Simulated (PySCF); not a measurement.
# LuCl3(H2O): other functionals and bases at one geometry

How far do other levels of theory move the description of LuCl3(H2O), and what does each cost? The structure is generated, not taken from experiment.

Method: several levels, as the steps say, no spin–orbit coupling; program: PySCF 2.14.0.

3 further runs of the same task are left out: 2 for a known fault of the program, 1 that didn't finish.

### 1 The system as given

7 atoms, charge 0, spin multiplicity 1.

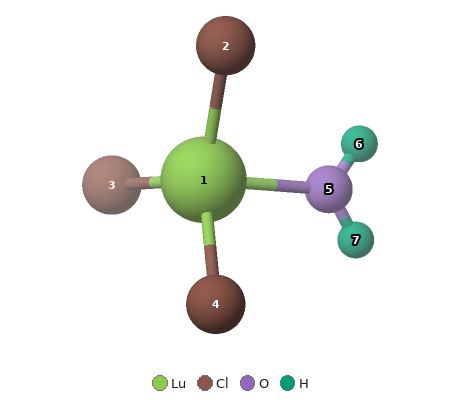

The structure; lutetium green, chlorine brown, oxygen purple, hydrogen teal; atoms are numbered from 1 in the order of the file.

Geometry (Å):

```mol
Cl3H2LuO
  3D, bonds by distance, orders not assigned

  7  6  0  0  0  0  0  0  0  0999 V2000
    0.0175   -0.0131    0.0131 Lu  0  0
    1.1533    1.7804    1.2212 Cl  0  0
   -1.7197   -1.2243    1.2243 Cl  0  0
    1.1533   -1.2212   -1.7804 Cl  0  0
   -1.2620    1.3399   -1.3399 O   0  0
   -1.6464    2.2023   -1.0866 H   0  0
   -1.6464    1.0866   -2.2023 H   0  0
  1  2  8  0
  1  3  8  0
  1  4  8  0
  1  5  8  0
  5  6  8  0
  5  7  8  0
M  END
```

Formal oxidation states: Lu +3. Each metal's 14 4f electrons lie in its core potential, so multiplicities, spins and levels count the valence alone. An earlier session relaxed this geometry at BP86, Lu lcecp-1-SVP with ECP60, Cl def2-SVP, O def2-SVP, H def2-SVP (singlet, point group Cs).

At BP86 on the finer grid: E = -1497.023182 Eh, HOMO -7.11 eV, LUMO -2.13 eV, Mulliken charge on Lu1 +0.61 e, largest force component 0.004 eV/Å. 

Levels to run: PBE0; B3LYP; TPSS; BLYP; BP86, TZVP. Hardware: 2 threads of Intel Xeon Platinum 8488C (Sapphire Rapids), shared host.

### 2 PBE0

The input, run.py (the lines that set the calculation):

```python
mol = gto.M(atom='''
Lu     0.01750    -0.01313     0.01313
Cl     1.15325     1.78043     1.22121
Cl    -1.71969    -1.22426     1.22426
Cl     1.15325    -1.22121    -1.78043
O     -1.26201     1.33988    -1.33988
H     -1.64644     2.20231    -1.08657
H     -1.64644     1.08657    -2.20231''',
    basis={'Lu': 'lcecp-1-SVP', 'Cl': 'def2-SVP', 'O': 'def2-SVP', 'H': 'def2-SVP'},
    ecp={'Lu': 'lcecp-1-SVP'},
    charge=0, spin=0)
mf = dft.RKS(mol, xc='PBE0')
mf.grids.atom_grid = (75, 302)  # f atoms: unpruned, at least (60, 302)
mf = mf.density_fit()  # fitting sets: Lu AutoAux, Cl def2-universal-JKFIT, O def2-universal-JKFIT, H def2-universal-JKFIT
mf.conv_tol = 1e-08; mf.max_cycle = 55
mf.kernel(dm0)  # dm0: the density of the relaxed state
```

On the command line:

```sh
OMP_NUM_THREADS=2 python run.py
```

Output:

```text
init E= -1496.29811613287
  HOMO = -0.310526530836328  LUMO = -0.0485360593790887  gap/eV = 7.12912
cycle= 1 E= -1496.30119942886  delta_E= -0.00308  |g|= 0.05  |ddm|= 0.242
  HOMO = -0.308405853045515  LUMO = -0.0543041434983316  gap/eV = 6.91446
cycle= 2 E= -1496.30054414556  delta_E= 0.000655  |g|= 0.0669  |ddm|= 0.162
  HOMO = -0.3106915193252  LUMO = -0.0510586036106702  gap/eV = 7.06497
cycle= 3 E= -1496.30197930101  delta_E= -0.00144  |g|= 0.00276  |ddm|= 0.0937
  HOMO = -0.310201504629694  LUMO = -0.0510146805527576  gap/eV = 7.05283
cycle= 4 E= -1496.30198102355  delta_E= -1.72e-06  |g|= 0.00103  |ddm|= 0.00365
  HOMO = -0.310228345723999  LUMO = -0.0509909448237522  gap/eV = 7.05421
cycle= 5 E= -1496.30198120325  delta_E= -1.8e-07  |g|= 0.000469  |ddm|= 0.000929
  HOMO = -0.310238342766527  LUMO = -0.0510146979120165  gap/eV = 7.05383
cycle= 6 E= -1496.30198124787  delta_E= -4.46e-08  |g|= 5.29e-05  |ddm|= 0.000431
  HOMO = -0.310232640691208  LUMO = -0.0510122773342339  gap/eV = 7.05375
cycle= 7 E= -1496.3019812485  delta_E= -6.27e-10  |g|= 9.12e-06  |ddm|= 5.88e-05
  HOMO = -0.310234574094814  LUMO = -0.0510130176662393  gap/eV = 7.05378
Extra cycle  E= -1496.30198124851  delta_E= -1.23e-11  |g|= 6.18e-06  |ddm|= 1.61e-05
converged SCF energy = -1496.30198124851
```

Wall time 9 s (2 threads of Intel Xeon Platinum 8488C (Sapphire Rapids), shared host).

Result: E = -1496.301981 Eh, HOMO -8.44 eV, LUMO -1.39 eV, Mulliken charge on Lu1 +0.80 e, largest force component 0.488 eV/Å. 

### 3 B3LYP

run.py (the lines that set the calculation): that of step 2 with these lines changed.

```diff
@@ -11,3 +11,3 @@
     charge=0, spin=0)
-mf = dft.RKS(mol, xc='PBE0')
+mf = dft.RKS(mol, xc='B3LYP')
 mf.grids.atom_grid = (75, 302)  # f atoms: unpruned, at least (60, 302)
```

On the command line:

```sh
OMP_NUM_THREADS=2 python run.py
```

Output:

```text
init E= -1496.90251420213
  HOMO = -0.298307945449129  LUMO = -0.0607887820974824  gap/eV = 6.46323
cycle= 1 E= -1496.90330155709  delta_E= -0.000787  |g|= 0.0649  |ddm|= 0.195
  HOMO = -0.292566873538806  LUMO = -0.0656815020480828  gap/eV = 6.17387
cycle= 2 E= -1496.90168864455  delta_E= 0.00161  |g|= 0.0982  |ddm|= 0.206
  HOMO = -0.296606347903008  LUMO = -0.0629815424420066  gap/eV = 6.35725
cycle= 3 E= -1496.9045364449  delta_E= -0.00285  |g|= 0.00226  |ddm|= 0.125
  HOMO = -0.296646720034042  LUMO = -0.0631369073979258  gap/eV = 6.35413
cycle= 4 E= -1496.90453736068  delta_E= -9.16e-07  |g|= 0.00132  |ddm|= 0.00284
  HOMO = -0.296638879371976  LUMO = -0.0630624687074466  gap/eV = 6.35594
cycle= 5 E= -1496.90453768997  delta_E= -3.29e-07  |g|= 0.000341  |ddm|= 0.00122
  HOMO = -0.296611998171352  LUMO = -0.0630680434384843  gap/eV = 6.35505
cycle= 6 E= -1496.90453771585  delta_E= -2.59e-08  |g|= 4.03e-05  |ddm|= 0.000326
  HOMO = -0.296617377100163  LUMO = -0.0630703386182709  gap/eV = 6.35514
cycle= 7 E= -1496.90453771636  delta_E= -5.01e-10  |g|= 5.81e-06  |ddm|= 6.64e-05
  HOMO = -0.296616524694297  LUMO = -0.0630706081212544  gap/eV = 6.35511
Extra cycle  E= -1496.90453771636  delta_E= -3.18e-12  |g|= 4.82e-06  |ddm|= 1.23e-05
converged SCF energy = -1496.90453771636
```

It took 9.4 s on 2 threads of Intel Xeon Platinum 8488C (Sapphire Rapids), shared host.

Read off: E = -1496.904538 Eh, HOMO -8.07 eV, LUMO -1.72 eV, Mulliken charge on Lu1 +0.70 e, largest force component 0.340 eV/Å. 

### 4 TPSS

run.py (the lines that set the calculation): that of step 3 with these lines changed.

```diff
@@ -11,3 +11,3 @@
     charge=0, spin=0)
-mf = dft.RKS(mol, xc='B3LYP')
+mf = dft.RKS(mol, xc='TPSS')
 mf.grids.atom_grid = (75, 302)  # f atoms: unpruned, at least (60, 302)
```

On the command line:

```sh
OMP_NUM_THREADS=2 python run.py
```

Output:

```text
init E= -1496.90500728998
  HOMO = -0.264360056095502  LUMO = -0.0708827423319143  gap/eV = 5.26479
cycle= 1 E= -1496.90564393512  delta_E= -0.000637  |g|= 0.039  |ddm|= 0.19
  HOMO = -0.262829525168898  LUMO = -0.0750619333092856  gap/eV = 5.10942
cycle= 2 E= -1496.90425063614  delta_E= 0.00139  |g|= 0.0765  |ddm|= 0.156
  HOMO = -0.264705788891409  LUMO = -0.0725645885666673  gap/eV = 5.22843
cycle= 3 E= -1496.90617567664  delta_E= -0.00193  |g|= 0.00335  |ddm|= 0.101
  HOMO = -0.264285484424265  LUMO = -0.0725396180684577  gap/eV = 5.21767
cycle= 4 E= -1496.90617798175  delta_E= -2.31e-06  |g|= 0.00129  |ddm|= 0.00409
  HOMO = -0.264258400296968  LUMO = -0.0724577188057829  gap/eV = 5.21916
cycle= 5 E= -1496.90617834236  delta_E= -3.61e-07  |g|= 0.000333  |ddm|= 0.00133
  HOMO = -0.264277896464895  LUMO = -0.0724669877409632  gap/eV = 5.21944
cycle= 6 E= -1496.90617836339  delta_E= -2.1e-08  |g|= 4.16e-05  |ddm|= 0.000278
  HOMO = -0.264275764701607  LUMO = -0.0724665867168248  gap/eV = 5.21939
cycle= 7 E= -1496.90617836384  delta_E= -4.51e-10  |g|= 5.22e-06  |ddm|= 4.5e-05
  HOMO = -0.264275583853283  LUMO = -0.0724671968634674  gap/eV = 5.21937
Extra cycle  E= -1496.90617836382  delta_E= 1.68e-11  |g|= 8.42e-06  |ddm|= 1.62e-05
converged SCF energy = -1496.90617836382
```

It took 13 s on 2 threads of Intel Xeon Platinum 8488C (Sapphire Rapids), shared host.

Result: E = -1496.906178 Eh, HOMO -7.19 eV, LUMO -1.97 eV, Mulliken charge on Lu1 +0.75 e, largest force component 0.075 eV/Å. 

### 5 BLYP

run.py (the lines that set the calculation): that of step 4 with these lines changed.

```diff
@@ -11,3 +11,3 @@
     charge=0, spin=0)
-mf = dft.RKS(mol, xc='TPSS')
+mf = dft.RKS(mol, xc='BLYP')
 mf.grids.atom_grid = (75, 302)  # f atoms: unpruned, at least (60, 302)
```

On the command line:

```sh
OMP_NUM_THREADS=2 python run.py
```

Output:

```text
init E= -1496.77515793629
  HOMO = -0.249271741230186  LUMO = -0.0804274633199995  gap/eV = 4.59449
cycle= 1 E= -1496.77576635128  delta_E= -0.000608  |g|= 0.0331  |ddm|= 0.13
  HOMO = -0.246305401222286  LUMO = -0.0806327424455091  gap/eV = 4.50818
cycle= 2 E= -1496.77511905977  delta_E= 0.000647  |g|= 0.0606  |ddm|= 0.0905
  HOMO = -0.2485443387039  LUMO = -0.0805833409852994  gap/eV = 4.57045
cycle= 3 E= -1496.77601009  delta_E= -0.000891  |g|= 0.00464  |ddm|= 0.0645
  HOMO = -0.248778249253959  LUMO = -0.0808318759966049  gap/eV = 4.57005
cycle= 4 E= -1496.77601636254  delta_E= -6.27e-06  |g|= 0.00144  |ddm|= 0.00772
  HOMO = -0.248803272680051  LUMO = -0.0807637678333428  gap/eV = 4.57259
cycle= 5 E= -1496.77601687977  delta_E= -5.17e-07  |g|= 0.000424  |ddm|= 0.00179
  HOMO = -0.248757718787658  LUMO = -0.0807696966575193  gap/eV = 4.57119
cycle= 6 E= -1496.77601692273  delta_E= -4.3e-08  |g|= 3.01e-05  |ddm|= 0.000457
  HOMO = -0.248756604294909  LUMO = -0.0807673447823589  gap/eV = 4.57122
cycle= 7 E= -1496.77601692292  delta_E= -1.97e-10  |g|= 1.01e-05  |ddm|= 4.32e-05
  HOMO = -0.248756344533059  LUMO = -0.0807678265309626  gap/eV = 4.57120
Extra cycle  E= -1496.77601692288  delta_E= 3.96e-11  |g|= 1.52e-05  |ddm|= 3.29e-05
converged SCF energy = -1496.77601692288
```

It took 9.2 s on 2 threads of Intel Xeon Platinum 8488C (Sapphire Rapids), shared host.

Result: E = -1496.776017 Eh, HOMO -6.77 eV, LUMO -2.20 eV, Mulliken charge on Lu1 +0.55 e, largest force component 0.136 eV/Å. 

### 6 BP86, TZVP

Basis: Lu lcecp-1-TZVP with ECP60, Cl def2-TZVP, O def2-TZVP, H def2-TZVP. 

The input, run.py (the lines that set the calculation):

```python
mol = gto.M(atom='''
Lu     0.01750    -0.01313     0.01313
Cl     1.15325     1.78043     1.22121
Cl    -1.71969    -1.22426     1.22426
Cl     1.15325    -1.22121    -1.78043
O     -1.26201     1.33988    -1.33988
H     -1.64644     2.20231    -1.08657
H     -1.64644     1.08657    -2.20231''',
    basis={'Lu': 'lcecp-1-TZVP', 'Cl': 'def2-TZVP', 'O': 'def2-TZVP', 'H': 'def2-TZVP'},
    ecp={'Lu': 'lcecp-1-TZVP'},
    charge=0, spin=0)
mf = dft.RKS(mol, xc='B88,P86')
mf.grids.atom_grid = (75, 302)  # f atoms: unpruned, at least (60, 302)
mf = mf.density_fit()  # fitting sets: Lu AutoAux, Cl def2-universal-JKFIT, O def2-universal-JKFIT, H def2-universal-JKFIT
mf.conv_tol = 1e-08; mf.max_cycle = 55
mf.kernel(dm0)  # dm0: free metal ions and neutral atoms
```

On the command line:

```sh
OMP_NUM_THREADS=2 python run.py
```

Output:

```text
init E= -1510.9583675026
  HOMO = -0.288231250958555  LUMO = -0.112023889733437  gap/eV = 4.79485
cycle= 1 E= -1497.38484255072  delta_E= 13.6  |g|=  1.5  |ddm|= 2.41
  HOMO = -0.283899284853837  LUMO = -0.0551580824494522  gap/eV = 6.22437
cycle= 2 E= -1497.0891229264  delta_E= 0.296  |g|= 1.51  |ddm|= 1.69
  HOMO = -0.253336062927041  LUMO = -0.114572045995814  gap/eV = 3.77596
cycle= 3 E= -1497.46553689261  delta_E= -0.376  |g|= 0.66  |ddm|= 1.54
  HOMO = -0.26568072475875  LUMO = -0.0841696367313898  gap/eV = 4.93917
cycle= 4 E= -1497.58206898573  delta_E= -0.117  |g|= 0.0441  |ddm|= 0.534
  HOMO = -0.268009204951669  LUMO = -0.0893948973504957  gap/eV = 4.86034
cycle= 5 E= -1497.58237858445  delta_E= -0.00031  |g|= 0.0367  |ddm|= 0.0906
  HOMO = -0.268402765501673  LUMO = -0.0888235720448492  gap/eV = 4.88660
cycle= 6 E= -1497.58271727319  delta_E= -0.000339  |g|= 0.0126  |ddm|= 0.0333
  HOMO = -0.267944599457363  LUMO = -0.0884634006547073  gap/eV = 4.88393
cycle= 7 E= -1497.58274279469  delta_E= -2.55e-05  |g|= 0.00254  |ddm|= 0.00752
  HOMO = -0.267928087440661  LUMO = -0.0883965566929655  gap/eV = 4.88530
cycle= 8 E= -1497.58274459016  delta_E= -1.8e-06  |g|= 0.000609  |ddm|= 0.00214
  HOMO = -0.267961400744053  LUMO = -0.0883638732328881  gap/eV = 4.88710
cycle= 9 E= -1497.58274468539  delta_E= -9.52e-08  |g|= 0.000105  |ddm|= 0.000556
  HOMO = -0.267956390885671  LUMO = -0.0883684451735598  gap/eV = 4.88684
cycle= 10 E= -1497.58274468719  delta_E= -1.8e-09  |g|= 5.83e-05  |ddm|= 0.000127
  HOMO = -0.267958231973088  LUMO = -0.0883710064542761  gap/eV = 4.88682
Extra cycle  E= -1497.58274468539  delta_E= 1.8e-09  |g|= 0.0001  |ddm|= 0.000142
converged SCF energy = -1497.58274468539
```

It took 24 s on 2 threads of Intel Xeon Platinum 8488C (Sapphire Rapids), shared host.

Read off: E = -1497.582745 Eh, HOMO -7.29 eV, LUMO -2.40 eV, Mulliken charge on Lu1 +1.20 e, largest force component 0.240 eV/Å. 

### 7 Results

| level | state | HOMO (eV) | gap (eV) | charge on Lu1 (e) | dipole (D) | largest force (eV/Å) | basis functions | time |
| --- | --- | --- | --- | --- | --- | --- | --- | --- |
| BP86 (relaxed here) | singlet | -7.11 | 4.99 | 0.61 | 6.19 | 0.00 | 111 | 22 s |
| PBE0 | singlet | -8.44 | 7.05 | 0.80 | 6.29 | 0.49 | 111 | 9 s |
| B3LYP | singlet | -8.07 | 6.36 | 0.70 | 6.25 | 0.34 | 111 | 9.4 s |
| TPSS | singlet | -7.19 | 5.22 | 0.75 | 6.23 | 0.07 | 111 | 13 s |
| BLYP | singlet | -6.77 | 4.57 | 0.55 | 6.14 | 0.14 | 111 | 9.2 s |
| BP86, TZVP | singlet | -7.29 | 4.89 | 1.20 | 6.15 | 0.24 | 201 | 24 s |

Times are on 2 threads of Intel Xeon Platinum 8488C (Sapphire Rapids), shared host; the first row also made further properties.

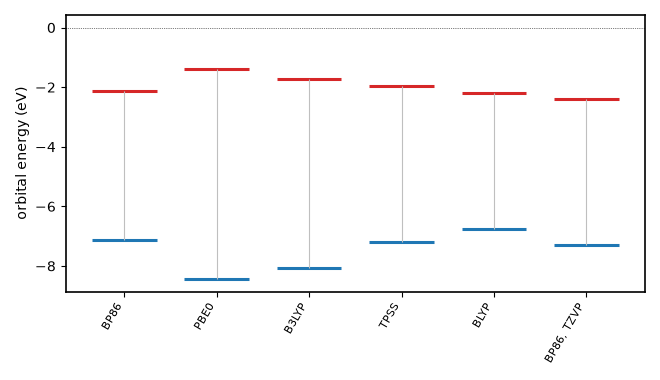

Highest filled and lowest empty level, method by method.

In one basis the HOMO–LUMO gap runs from 4.57 eV (BLYP) to 7.05 eV (PBE0). The largest leftover force, 0.49 eV/Å with PBE0, stands at a geometry relaxed at another level. The Mulliken charge on Lu spans +0.55 to +1.20 e over the levels. With 4f in the core, its levels are missing from HOMO and gap. Total energies of different levels can't be compared. Spin–orbit coupling is left out throughout.
